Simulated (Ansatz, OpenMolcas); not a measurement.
Computed against measured: atomisation enthalpy at 298 K

6 molecules with open shells; the atomisation enthalpy at 298 K in kJ/mol, computed less measured. Shapes, held fixed at every level: PBE0-D4/def2-TZVP. Flexible molecules stand in one conformer, not always the lowest. Thermal terms are harmonic and unscaled (PBE0-D4/def2-TZVP); the spin-orbit lowering of the free atoms is taken from their spectra. Programs: Ansatz 0.2.0, OpenMolcas 26.06. Measured values: Active Thermochemical Tables.

Levels: A = PBE-D4/def2-TZVPP; B = B3LYP/6-31G* (spherical functions); C = BHLYP-D4/def2-TZVPP; D = PBE0-D4/def2-TZVPP.

| molecule | from tabulated heats | A | B | C | D |
| --- | --- | --- | --- | --- | --- |
| N2H (dinitrogen monohydride) | 913 | +94 | +5 | -62 | +15 |
| C2HO (ethynyloxy radical) | 1723 | +127 | +1 | -98 | +36 |
| CH2N (SMILES C=[N]) | 1387 | +68 | +9 | -45 | +15 |
| CH3O (SMILES [CH2]O) | 1636 | +50 | -23 | -62 | +5 |
| C2H3O (acetyl radical) | 2347 | +95 | -4 | -95 | +21 |
| C2H5O (ethoxy radical) | 2784 | +83 | +14 | -66 | +26 |

(1) Which level does best on this set, which worst, and which err to one side?

## Answers

(1) 
| level | kind | mean error | mean absolute error | worst case |
| --- | --- | --- | --- | --- |
| PBE-D4/def2-TZVPP | GGA | +86.2 | 86.2 | C2HO |
| B3LYP/6-31G* (spherical functions) | global hybrid | +0.3 | 9.3 | CH3O |
| BHLYP-D4/def2-TZVPP | global hybrid | -71.3 | 71.3 | C2HO |
| PBE0-D4/def2-TZVPP | global hybrid | +19.7 | 19.7 | C2HO |

On this set B3LYP/6-31G* (spherical functions) has the smallest mean absolute error and PBE-D4/def2-TZVPP the largest. PBE-D4/def2-TZVPP is too high in 6 of 6; BHLYP-D4/def2-TZVPP is too low in 6 of 6; PBE0-D4/def2-TZVPP is too high in 6 of 6. Heats of the atoms come from ATcT where it has them. The levels differ in basis as well as in method. A functional in a double-zeta set wins here by errors that cancel. Open shells run unrestricted. The set is small.

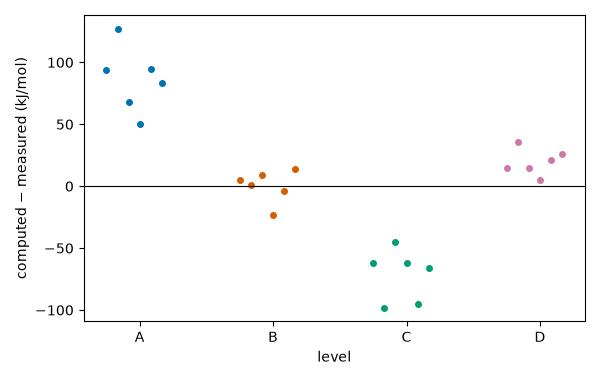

Errors of each level, one point a molecule.
